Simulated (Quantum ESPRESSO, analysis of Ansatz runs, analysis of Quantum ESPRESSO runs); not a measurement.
# Local vibrational mode of the As-H pair in CdTe (PBE) (Quantum ESPRESSO), part 2 of 2

Subject: As-H pair in CdTe. Wanted: its local vibrational mode, in one set-up (PBE, GBRV 1.5 PBE, 32-site cell, PBE lattice, k: the single point 1/4 1/4 1/4). The model is a cell of 32 host atoms with As put on another atom's site and H put in between. The frequencies come from force constants among the defect atom and its neighbours, with the masses of the isotopes named. A local or semilocal functional is the cheapest first rung.

Quantum ESPRESSO 7.5; PBE, GBRV 1.5 PBE, 32-site cell, PBE lattice, k: the single point 1/4 1/4 1/4.

So far: Starting point; Relaxation, charge 0.

## 2. Relaxation, charge 0 (continued)

Level of this step: Quantum ESPRESSO plane-wave DFT, PBE, GBRV 1.5 PBE potentials; relaxation of all atoms of a defect supercell (Quantum ESPRESSO).

Relaxation path (22 of 27):

```tsv
step	energy less that of the first step (eV)
0	0.0000
1	-0.0449
2	-0.0868
4	-0.1868
5	-0.2084
6	-0.2118
7	-0.2161
9	-0.2273
10	-0.2283
11	-0.2288
12	-0.2294
14	-0.2302
15	-0.2305
16	-0.2308
17	-0.2311
19	-0.2317
20	-0.2319
21	-0.2320
22	-0.2320
24	-0.2322
25	-0.2322
26	-0.2323
```

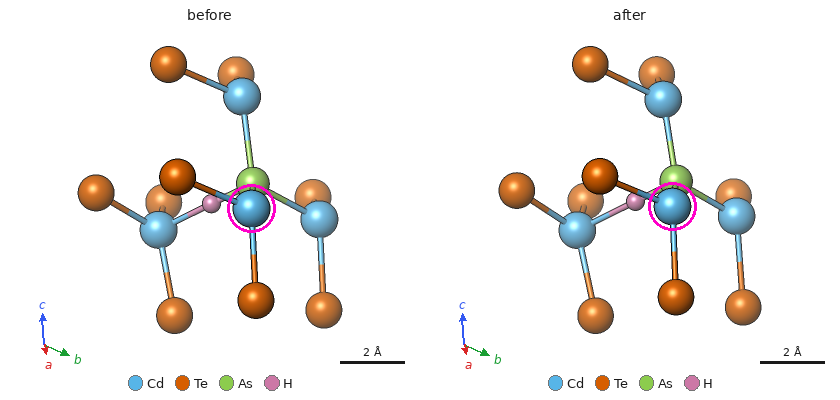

Before and after: the atoms that start within 5 Å of the centre. Cd16, which moves most, is ringed if it is among them.

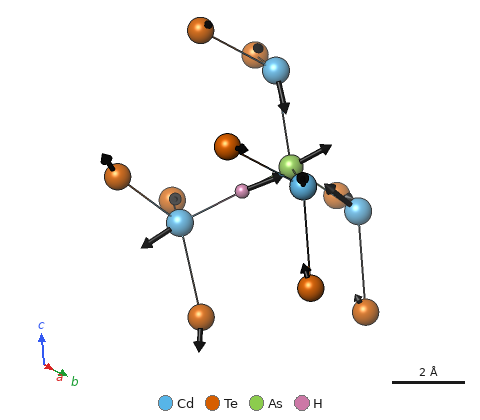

Displacements in the relaxation near the centre, exaggerated; the longest in the cell stands for 0.13 Å.

The atoms that moved most (Å):

```tsv
atom	dx	dy	dz	length
Cd16	0.094	-0.058	0.073	0.133
H33	0.066	0.075	-0.059	0.115
Cd9	-0.048	-0.070	-0.074	0.113
As28	0.066	0.058	-0.060	0.106
Cd7	-0.064	-0.051	0.065	0.104
Cd12	-0.051	0.070	0.050	0.100
Te22	-0.025	-0.030	-0.064	0.075
Te23	-0.047	0.034	0.042	0.072
```

Final coordinates:

```xyz
33
Lattice="-6.6299 6.6299 -6.6299 6.6299 6.6299 6.6299 6.6299 -6.6299 -6.6299" Properties=species:S:1:pos:R:3 pbc="T T T"
Cd   -0.0158   -0.0176    0.0098
Cd    6.6155   -3.3274   -3.2998
Cd    6.6576   -0.0276   -0.0359
Cd    6.6562    3.3501    3.3400
Cd    3.2922   -3.3317   -6.6131
Cd    3.3484   -0.0267   -3.3450
Cd    3.0051    3.0047    0.3101
Cd    3.3483    6.6600    3.3421
Cd   -0.0642   -0.0638   -6.7140
Cd   -0.0274    3.3487   -3.3435
Cd   -0.0245    6.6585   -0.0353
Cd    6.5676    3.3980   -3.2551
Cd   -3.3301    3.2912   -6.6153
Cd   -3.3261    6.6125   -3.2986
Cd    3.2972    3.2974   -6.6065
Cd    3.3957    6.5698   -3.2561
Te    4.9696   -4.9702   -4.9767
Te    4.9601   -1.6765   -1.6474
Te    5.0198    1.6203    1.6927
Te    4.9581    4.9597    4.9904
Te    1.6398   -1.6395   -4.9880
Te    1.6214    1.6210   -1.7062
Te    1.6228    5.0205    1.6929
Te    8.2695    1.6728   -1.6756
Te   -1.6393    1.6403   -4.9872
Te   -1.6753    4.9595   -1.6445
Te    4.9906    1.6711   -4.9568
As    5.1851    5.1883   -1.8759
Te   -4.9690    4.9673   -4.9764
Te    1.6601    1.6583   -8.2832
Te    1.6703    4.9902   -4.9565
Te    1.6709    8.2721   -1.6774
H     4.2834    4.2913   -0.9799
```

The atoms nearest to the centre after the run:

```tsv
atom	distance (Å)
H33	0.528
As28	1.028
Cd7	2.753
Cd9	3.034
Cd12	3.038
Cd16	3.041
Te23	4.224
Te19	4.226
Te22	4.226
```

Neighbours of the added atoms: H33: As28 1.56, Cd7 2.23, Cd16 3.34 Å.

## 3. Atom Cd7 moved by 0.015 A along x

Force constants come from the forces after small displacements. One such run is shown.

This step: Quantum ESPRESSO plane-wave DFT, PBE, GBRV 1.5 PBE potentials; single point of a defect supercell.

Contents of pw.in:

```
&CONTROL
  calculation = 'scf'
  prefix = 'pwscf'
  outdir = './tmp'
  pseudo_dir = './pseudo'
  tprnfor = .true.
  disk_io = 'low'
/
&SYSTEM
  ibrav = 0
  nat = 33
  ntyp = 4
  ecutwfc = 45
  ecutrho = 360
  nbnd = 148
  occupations = 'smearing'
  smearing = 'fd'
  degauss = 0.00073499
  nosym = .true.
/
&ELECTRONS
  conv_thr = 1d-10
  electron_maxstep = 100
  mixing_beta = 0.5
/
ATOMIC_SPECIES
Cd   112.4140 cd_pbe_v1.uspp.F.UPF
Te   127.6000 te_pbe_v1.uspp.F.UPF
As    74.9216 as_pbe_v1.uspp.F.UPF
H      1.0080 h_pbe_v1.4.uspp.F.UPF
CELL_PARAMETERS angstrom
  -6.6299165162    6.6299165162   -6.6299165162
   6.6299165162    6.6299165162    6.6299165162
   6.6299165162   -6.6299165162   -6.6299165162
ATOMIC_POSITIONS crystal
Cd    -0.0020639763   -0.0025148104   -0.0019257218
Cd    -0.0020819248    0.2479733890    0.7477627410
[... 4 atom lines left out ...]
Cd     0.2032180980    0.4543659249    0.2043782584
[... 1 atom line left out ...]
Cd     0.5015310795   -0.0096513306    0.5015026949
[... 2 atom lines left out ...]
Cd     0.5017456888    0.7515582964    0.7407855125
[... 3 atom lines left out ...]
Cd     0.7410249148    0.7515510648    0.5016463602
[... 2 atom lines left out ...]
Te    -0.0054591723    0.5007685832    0.2509111335
[... 1 atom line left out ...]
Te     0.2525305868    0.0000215700    0.4998386326
Te     0.2509218624    0.2445310168    0.2509540703
Te     0.2509525195    0.5010079458   -0.0052834220
Te     0.2525245047    0.7498068890    0.7500227794
Te     0.4998155919    0.0000794368    0.2524852479
[... 2 atom lines left out ...]
As     0.5327534623    0.7823201974    0.5325155793
[... 4 atom lines left out ...]
H      0.3975303656    0.6466665138    0.3969358955
K_POINTS crystal
1
0.25 0.25 0.25 1.0
```

Launch:

```sh
> OMP_NUM_THREADS=1 mpirun -n 2 pw.x -in pw.in > pw.out
```

Log:

```text
[banner, memory and clock lines left out]
          URL

     bravais-lattice index     =            0
     lattice parameter (alat)  =      21.7004  a.u.
     unit-cell volume          =    7866.4860 (a.u.)^3
     number of atoms/cell      =           33
     number of atomic types    =            4
     number of electrons       =       288.00
     number of Kohn-Sham states=          148
     kinetic-energy cutoff     =      45.0000  Ry
     charge density cutoff     =     360.0000  Ry
     scf convergence threshold =      1.0E-10
     mixing beta               =       0.5000
     number of iterations used =            8  plain     mixing
     Exchange-correlation=  SLA  PW   PBX  PBC
                           (   1   4   3   4   0   0   0)

     celldm(1)=  21.700391  celldm(2)=   0.000000  celldm(3)=   0.000000
     celldm(4)=   0.000000  celldm(5)=   0.000000  celldm(6)=   0.000000

     crystal axes: (cart. coord. in units of alat)
               a(1) = (  -0.577350   0.577350  -0.577350 )
               a(2) = (   0.577350   0.577350   0.577350 )
               a(3) = (   0.577350  -0.577350  -0.577350 )

     reciprocal axes: (cart. coord. in units 2 pi/alat)
               b(1) = (  0.000000  0.866025 -0.866025 )
               b(2) = (  0.866025  0.866025 -0.000000 )
               b(3) = (  0.866025  0.000000 -0.866025 )

     PseudoPot. # 1 for Cd read from file:
     cd_pbe_v1.uspp.F.UPF
     Pseudo is Ultrasoft + core correction, Zval = 12.0
     Generated by new atomic code, or converted to UPF format
     Using radial grid of  889 points,  6 beta functions with:
                l(1) =   0
                l(2) =   0
                l(3) =   1
                l(4) =   1
                l(5) =   2
                l(6) =   2
     Q(r) pseudized with  6 coefficients,  rinner =    1.000   1.000   1.000
                                                       1.000   1.000

     PseudoPot. # 2 for Te read from file:
     te_pbe_v1.uspp.F.UPF
     Pseudo is Ultrasoft + core correction, Zval =  6.0
     Generated by new atomic code, or converted to UPF format
     Using radial grid of  891 points,  5 beta functions with:
                l(1) =   0
                l(2) =   0
                l(3) =   1
                l(4) =   1
[...]
Q(r) pseudized with  6 coefficients,  rinner =    1.800   1.800   1.800
                                                       1.800   1.800

     PseudoPot. # 3 for As read from file:
     as_pbe_v1.uspp.F.UPF
     Pseudo is Ultrasoft + core correction, Zval =  5.0
     Generated by new atomic code, or converted to UPF format
     Using radial grid of  875 points,  6 beta functions with:
[...]
l(4) =   1
                l(5) =   2
                l(6) =   2
     Q(r) pseudized with  8 coefficients,  rinner =    1.300   1.300   1.300
                                                       1.300   1.300

     PseudoPot. # 4 for H  read from file:
     h_pbe_v1.4.uspp.F.UPF
     Pseudo is Ultrasoft, Zval =  1.0
     Generated by new atomic code, or converted to UPF format
     Using radial grid of  615 points,  2 beta functions with:
                l(1) =   0
                l(2) =   0
     Q(r) pseudized with  8 coefficients,  rinner =    0.700

     atomic species   valence    mass     pseudopotential
     Cd               12.00   112.41400     Cd( 1.00)
     Te                6.00   127.60000     Te( 1.00)
     As                5.00    74.92160     As( 1.00)
     H                 1.00     1.00800     H ( 1.00)

     No symmetry found

   Cartesian axes

     site n.     atom                  positions (alat units)
         1        Cd     tau(   1) = (  -0.0013721  -0.0015317   0.0008515  )
         2        Cd     tau(   2) = (   0.5760905  -0.2897555  -0.2873515  )
         3        Cd     tau(   3) = (   0.5797640  -0.0024016  -0.0031258  )
         4        Cd     tau(   4) = (   0.5796379   0.2917325   0.2908539  )
         5        Cd     tau(   5) = (   0.2866920  -0.2901302  -0.5758841  )
         6        Cd     tau(   6) = (   0.2915841  -0.0023240  -0.2912906  )
         7        Cd     tau(   7) = (   0.2629981   0.2616585   0.0270024  )
         8        Cd     tau(   8) = (   0.2915755   0.5799703   0.2910429  )
         9        Cd     tau(   9) = (  -0.0055886  -0.0055558  -0.5846740  )
        10        Cd     tau(  10) = (  -0.0023834   0.2916140  -0.2911566  )
        11        Cd     tau(  11) = (  -0.0021360   0.5798355  -0.0030754  )
        12        Cd     tau(  12) = (   0.5719221   0.2959027  -0.2834633  )
        13        Cd     tau(  13) = (  -0.2899969   0.2866077  -0.5760783  )
        14        Cd     tau(  14) = (  -0.2896417   0.5758337  -0.2872493  )
        15        Cd     tau(  15) = (   0.2871320   0.2871418  -0.5753100  )
        16        Cd     tau(  16) = (   0.2957029   0.5721135  -0.2835484  )
        17        Te     tau(  17) = (   0.4327687  -0.4328172  -0.4333855  )
        18        Te     tau(  18) = (   0.4319422  -0.1459938  -0.1434593  )
        19        Te     tau(  19) = (   0.4371343   0.1411034   0.1474071  )
        20        Te     tau(  20) = (   0.4317657   0.4319025   0.4345739  )
[...]
ethr =  6.55E-06,  avg # of iterations =  3.0

     negative rho (up, down):  3.532E-01 0.000E+00

     total energy              =   -2275.45186866 Ry
     estimated scf accuracy    <       0.00300971 Ry

     iteration #  5     ecut=    45.00 Ry     beta= 0.50
     Davidson diagonalization with overlap
     ethr =  1.05E-06,  avg # of iterations =  6.0

     negative rho (up, down):  3.536E-01 0.000E+00

     total energy              =   -2275.45235946 Ry
     estimated scf accuracy    <       0.00054808 Ry

     iteration #  6     ecut=    45.00 Ry     beta= 0.50
     Davidson diagonalization with overlap
     ethr =  1.90E-07,  avg # of iterations =  5.0

     negative rho (up, down):  3.540E-01 0.000E+00

     total energy              =   -2275.45261240 Ry
     estimated scf accuracy    <       0.00002029 Ry

     iteration #  7     ecut=    45.00 Ry     beta= 0.50
     Davidson diagonalization with overlap
     ethr =  7.05E-09,  avg # of iterations =  8.0

     negative rho (up, down):  3.541E-01 0.000E+00

     total energy              =   -2275.45263255 Ry
     estimated scf accuracy    <       0.00002131 Ry

     iteration #  8     ecut=    45.00 Ry     beta= 0.50
     Davidson diagonalization with overlap
     ethr =  7.05E-09,  avg # of iterations =  2.0

     negative rho (up, down):  3.542E-01 0.000E+00

     total energy              =   -2275.45263474 Ry
     estimated scf accuracy    <       0.00000247 Ry

     iteration #  9     ecut=    45.00 Ry     beta= 0.50
     Davidson diagonalization with overlap
     ethr =  8.59E-10,  avg # of iterations =  3.0

     negative rho (up, down):  3.542E-01 0.000E+00

     total energy              =   -2275.45263555 Ry
     estimated scf accuracy    <       0.00000020 Ry

     iteration # 10     ecut=    45.00 Ry     beta= 0.50
     Davidson diagonalization with overlap
     ethr =  7.12E-11,  avg # of iterations =  7.0

     negative rho (up, down):  3.542E-01 0.000E+00

     total energy              =   -2275.45263565 Ry
     estimated scf accuracy    <       0.00000023 Ry

     iteration # 11     ecut=    45.00 Ry     beta= 0.50
     Davidson diagonalization with overlap
     ethr =  7.12E-11,  avg # of iterations =  2.0

     negative rho (up, down):  3.542E-01 0.000E+00

     total energy              =   -2275.45263567 Ry
     estimated scf accuracy    <       0.00000002 Ry

     iteration # 12     ecut=    45.00 Ry     beta= 0.50
     Davidson diagonalization with overlap
     ethr =  5.62E-12,  avg # of iterations =  6.0

     negative rho (up, down):  3.542E-01 0.000E+00

     total energy              =   -2275.45263568 Ry
     estimated scf accuracy    <          5.3E-09 Ry

     iteration # 13     ecut=    45.00 Ry     beta= 0.50
     Davidson diagonalization with overlap
     ethr =  1.83E-12,  avg # of iterations =  2.0

     negative rho (up, down):  3.542E-01 0.000E+00

     total energy              =   -2275.45263569 Ry
     estimated scf accuracy    <          1.3E-09 Ry

     iteration # 14     ecut=    45.00 Ry     beta= 0.50
     Davidson diagonalization with overlap
     ethr =  4.67E-13,  avg # of iterations =  5.0

     negative rho (up, down):  3.542E-01 0.000E+00

     End of self-consistent calculation

          k = 0.4330 0.4330-0.4330 ( 40140 PWs)   bands (ev):

    -6.3711  -6.3193  -6.3146  -6.2968  -6.1681  -6.1560  -6.1453  -6.0921
    -6.0872  -6.0866  -6.0624  -6.0614  -6.0609  -6.0602  -6.0417  -6.0414
    -3.9447  -3.8750  -3.8718  -3.8395  -3.8377  -3.6998  -3.6952  -3.6946
    -3.6882  -3.6878  -3.6744  -3.6739  -3.6734  -3.6518  -3.6510  -3.6498
    -3.6495  -3.6440  -3.6439  -3.6420  -3.6363  -3.6361  -3.6345  -3.6277
    -3.6236  -3.6231  -3.6105  -3.6102  -3.6073  -3.5728  -3.5724  -3.5677
    -3.5638  -3.5635  -3.5595  -3.5544  -3.5525  -3.5524  -3.5320  -3.5319
    -3.5306  -3.5298  -3.5286  -3.5283  -3.5237  -3.5228  -3.5187  -3.5186
    -3.5141  -3.5137  -3.5083  -3.5066  -3.5058  -3.4992  -3.4965  -3.4963
    -3.4883  -3.4879  -3.4863  -3.4845  -3.4779  -3.4777  -3.4139  -3.3766
[...]
0.5527   0.5794   0.6618   0.6631   1.4269   1.7389   1.8011   1.8023
     1.9569   2.3946   2.3965   2.4506   2.4861   2.4894   2.4899   2.4921
     2.5048   2.5052   2.6242   2.6266   2.8629   3.0661   3.0692   3.1112
     3.1191   3.1206   3.1212   3.1429   3.1458   3.1522   3.3021   3.3034
     3.7915   3.9313   3.9337   3.9698   3.9701   3.9715   4.0962   4.0972
     6.0385   6.1627   6.2229   6.2235

     the Fermi energy is     4.7241 ev

!    total energy              =   -2275.45263569 Ry
     estimated scf accuracy    <          9.8E-11 Ry
     smearing contrib. (-TS)   =       0.00000000 Ry
     internal energy E=F+TS    =   -2275.45263569 Ry

     The total energy is F=E-TS. E is the sum of the following terms:
     one-electron contribution =    -791.33041308 Ry
     hartree contribution      =     589.90009980 Ry
     xc contribution           =    -878.69878372 Ry
     ewald contribution        =   -1195.32353869 Ry

     convergence has been achieved in  14 iterations

     negative rho (up, down):  3.542E-01 0.000E+00

     Forces acting on atoms (cartesian axes, Ry/au):

     atom    1 type  1   force =     0.00013695    0.00009416    0.00007332
     atom    2 type  1   force =     0.00011196   -0.00005296   -0.00013197
     atom    3 type  1   force =     0.00015928    0.00000715   -0.00018754
     atom    4 type  1   force =     0.00018304    0.00018462    0.00005364
     atom    5 type  1   force =    -0.00029533   -0.00009287    0.00003527
     atom    6 type  1   force =    -0.00001562    0.00014057    0.00004081
     atom    7 type  1   force =    -0.00236163    0.00093626   -0.00118214
     atom    8 type  1   force =    -0.00001362   -0.00004194   -0.00018108
     atom    9 type  1   force =     0.00007350    0.00010639    0.00010613
     atom   10 type  1   force =     0.00018234   -0.00000078   -0.00002071
[...]
atom   29 type  2   force =    -0.00003975    0.00013909    0.00009220
     atom   30 type  2   force =    -0.00014163   -0.00005729   -0.00011969
     atom   31 type  2   force =    -0.00000529   -0.00007074   -0.00004231
     atom   32 type  2   force =     0.00002989   -0.00002944    0.00003290
     atom   33 type  4   force =    -0.00028345   -0.00036157    0.00033980

     Total force =     0.003839     Total SCF correction =     0.000021
```

The job ended after 5.8 min (2 MPI ranks of Arm Neoverse V2, shared host; peak memory 3.7 GiB).

At this level the gap is 1.94 eV on the k-mesh of the self-consistent run, which can miss the band edges.

## 4. Local vibrational modes

Analysis of the runs above: force constants by central differences of Quantum ESPRESSO plane-wave DFT, PBE, GBRV 1.5 PBE potentials forces among the atoms nearest to a defect, the others at rest.

The modes with the largest weight on the probed atoms (the light atom of a pair), for the masses of each isotope. Modes of the displaced atoms (local only where they lie over the host's phonons):

```tsv
isotopes	mode (cm⁻¹)	share of the defect atoms
H	1974	0.988
H	440.5	0.974
H	439.8	0.977
D	1404	0.976
D	316.5	0.925
D	315.4	0.936
```

## 5. Results

- distance from the defect atom to its nearest neighbour: 1.556 Å
- As-H stretch, 1H: 1974 cm⁻¹

**Reading.** As-H stretch, 1H: computed 1974 cm⁻¹, measured 2022 cm⁻¹; 48 cm⁻¹ (2 %) below the measurement. The computed value is harmonic, while the measured line is the anharmonic fundamental, which for X–H stretches usually lies a few per cent lower. Only the named neighbours move, so modes near the host's band are approximate.

[Logs are printed without paths, hosts, clocks, repeated set-up lines and the standing remarks that a program may print on its own settings, such as how far it seeks lower states.]

[Hosts, paths, dates, database ids (printed as entryN), source tags and the programs' standing remarks are cut or masked in the printed files.]

[For some hosts the program warned that the k-mesh of the response run may be too coarse for force constants and the static dielectric constant; such warnings are not shown here.]
